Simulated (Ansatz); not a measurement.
```xyz
5

B    -0.0201   -0.4528    0.0773
Si   -0.4048    0.5169    1.6020
H     0.6636   -0.8137    1.1589
H     0.1445   -1.0985   -0.9224
H     0.4862    0.7762    0.1030
```

Geometry: BLYP-D3(BJ)/def2-SVP.

Computed with Ansatz, isolated molecule in a Gaussian basis; Kohn-Sham density functional theory, functional PBE0.

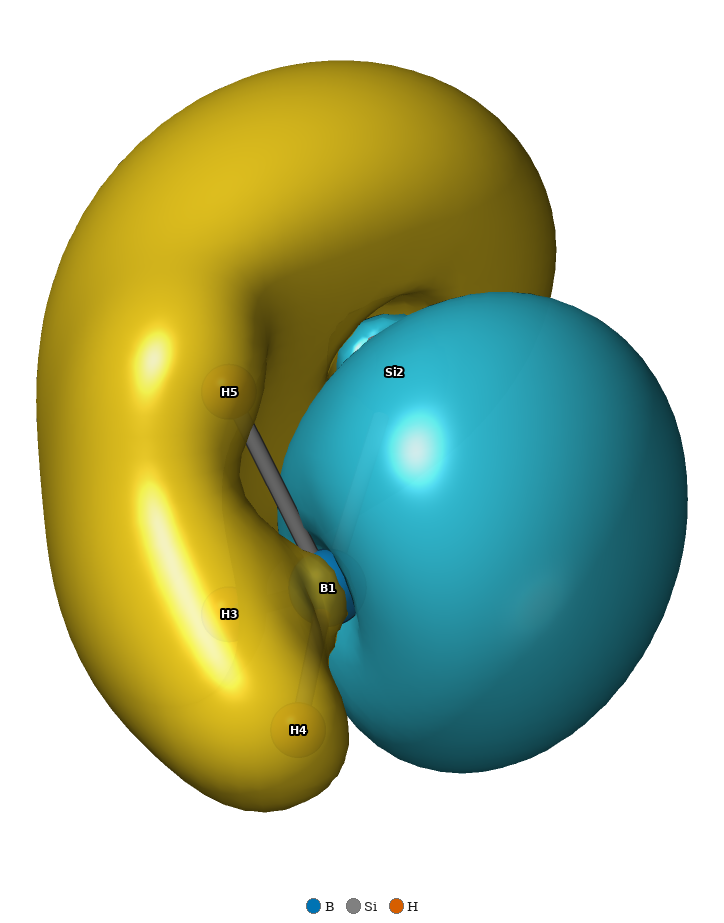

BH3Si. The HOMO at ±0.08 Å⁻³ᐟ² (yellow and cyan are the two phases), seen at an oblique angle.

### Describe this orbital and give its energy.

By Hirshfeld shares it lies mainly on Si2 (about 55 %) and B1 (about 35 %). Its energy is −6.71 eV.
